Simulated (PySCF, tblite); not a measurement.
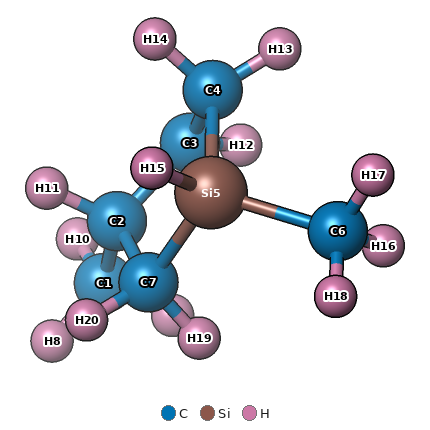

First-order isotropic EPR spectrum (fast tumbling, first derivative) of C₆H₁₃Si, SMILES C[C@@H]1[CH]C[Si@H](C)C1, doublet at 9.30 GHz, Lorentzian lines of 0.23 mT full width at half height, from computed g and hyperfine couplings (B3LYP/pcH-1, PySCF 2.14.0, at a GFN2-xTB geometry (a minimum by its frequencies), gas phase); values of one conformer, averaged over methyl-type rotors alone; other conformers aren't averaged in; no vibrational averaging; dilute isotopes left out. The SMILES is one Lewis form and needn't show where the spin sits.

**Give g and the hyperfine couplings.**

g_iso = 2.0025, which centres the spectrum at 331.8 mT; it spans 10.8 mT.

| nuclei | isotope | a (mT) | a (MHz) |
| --- | --- | --- | --- |
| H14 | ¹H | 4.58 | 128.5 |
| H11 | ¹H | 2.84 | 79.5 |
| H12 | ¹H | −2.04 | −57.2 |
| H20 | ¹H | 0.31 | 8.6 |
| H15 | ¹H | 0.30 | 8.4 |
| H13 | ¹H | 0.17 | 4.7 |
| H19 | ¹H | −0.14 | −3.9 |
| H16, H17, H18 | ¹H | 0.07 | 1.9 |
| H8, H9, H10 | ¹H | −0.06 | −1.8 |

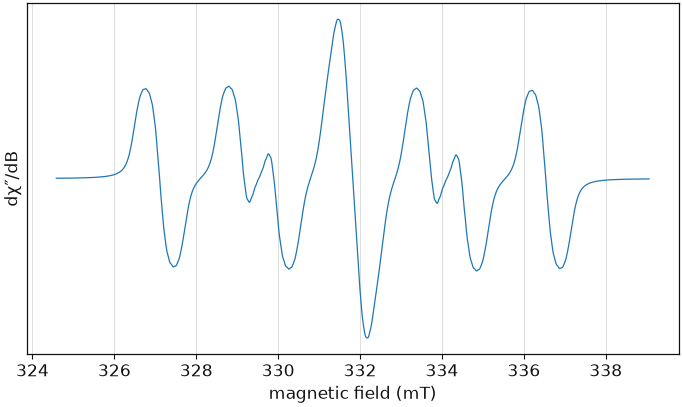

Note: the tight-binding geometry is rougher than a DFT one and adds to the error.
